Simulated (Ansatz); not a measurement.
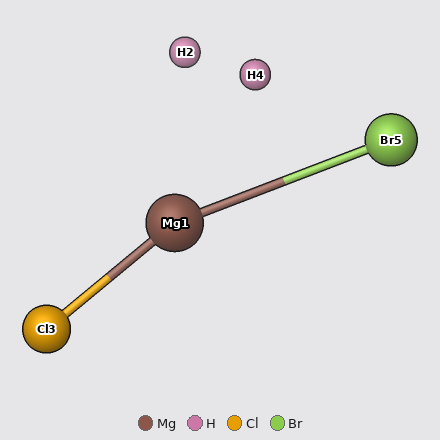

The system is the reacting system BrClH₂Mg (fragments BrClH₂Mg where the first distance is long, BrClMg + H₂ where the second is long); the picture shows the reference structure. 
- First axis: distance H2–H4 (bond that forms). Second axis: distance Mg1–H2 (bond that breaks).
- Relaxed at each point: all other coordinates.
- The scan uses a 13 × 13 grid.
- Points are written as (first, second).
- Energies are in eV, from a guessed transition structure relaxed with its forming and breaking bonds held.
- Energies and slopes of some neighbouring points disagree (a jump in structure or state, or too coarse a mesh). The reference is spin-restricted, so regions where a bond is pulled apart into radicals lie too high.
- The calculation used RHF/def2-SVP in Ansatz 0.2.0.

Its coordinates:

```xyz
5

Mg   -0.4428   -0.4985    0.6240
H     0.4379    1.4514   -0.1329
Cl   -1.5092   -1.0410    2.4570
H     0.6275    0.8017   -0.8358
Br    0.8864   -0.7137   -2.1123
```

Range: distance H2–H4 (bond that forms) from 0.666 to 2.466 Å; distance Mg1–H2 (bond that breaks) from 1.548 to 3.348 Å.

Q: Predict the map.

A: The lowest grid point is at (0.747 Å, 2.632 Å), −2.11 eV from a guessed transition structure relaxed with its forming and breaking bonds held. The highest grid point, (2.466 Å, 1.548 Å), lies 3.49 eV above the lowest.

```csv
"second ↓, first →",0.666,0.747,0.858,0.984,1.122,1.269,1.423,1.584,1.750,1.922,2.099,2.280,2.466
3.348,−1.94,−2.09,−1.90,−1.40,−0.69,0.10,0.91,−0.19,−0.27,−0.30,−0.32,−0.35,−0.39
3.162,−1.94,−2.10,−1.91,−1.41,−0.70,0.09,0.89,−0.22,−0.27,−0.31,−0.34,−0.38,−0.43
2.981,−1.94,−2.10,−1.92,−1.41,−0.72,0.07,0.87,−0.22,−0.28,−0.32,−0.37,−0.42,−0.47
2.804,−1.95,−2.10,−1.92,−1.42,−0.73,0.06,0.85,−0.22,−0.29,−0.35,−0.40,−0.45,−0.47
2.632,−1.95,−2.11,−1.92,−1.43,−0.74,0.04,0.83,−0.23,−0.30,−0.37,−0.41,−0.44,−0.43
2.466,−1.94,−2.10,−1.92,−1.43,−0.74,0.04,0.83,−0.25,−0.32,−0.37,−0.39,−0.38,−0.35
2.305,−1.93,−2.09,−1.91,−1.42,−0.73,0.04,0.83,−0.26,−0.30,−0.32,−0.31,−0.27,−0.21
2.151,−1.90,−2.06,−1.88,−1.39,−0.70,0.07,−0.18,−0.22,−0.24,−0.22,−0.18,−0.12,−0.04
2.004,−1.85,−2.00,−1.82,−1.32,−0.63,−0.13,−0.13,−0.13,−0.11,−0.06,0.00,0.08,0.18
1.866,−1.74,−1.89,−1.70,−1.20,−0.51,−0.06,0.00,0.04,0.09,0.15,0.23,0.33,0.44
1.740,−1.58,−1.72,−1.52,−1.02,−0.32,0.12,0.22,0.29,0.36,0.44,0.53,0.63,0.75
1.629,−1.35,−1.49,−1.28,−0.76,−0.06,0.39,0.53,0.62,0.70,0.78,0.88,0.98,1.07
1.548,−1.12,−1.24,−1.02,−0.50,0.21,0.69,0.84,0.94,1.03,1.11,1.21,1.31,1.38
```

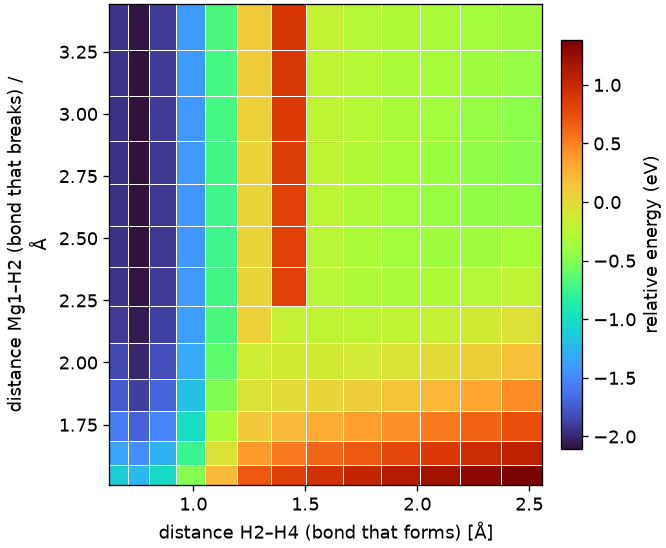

In the figure: one coloured cell a grid point.

Each point was launched as `ansatz run input.yaml --threads 1 --pin off --max-ram 2560MiB --backend cpu --events-out ev --progress --plain --runs-dir out`. The whole map (169 points run) took 15 min on 1 thread of Arm Neoverse V1, with other jobs on the host.
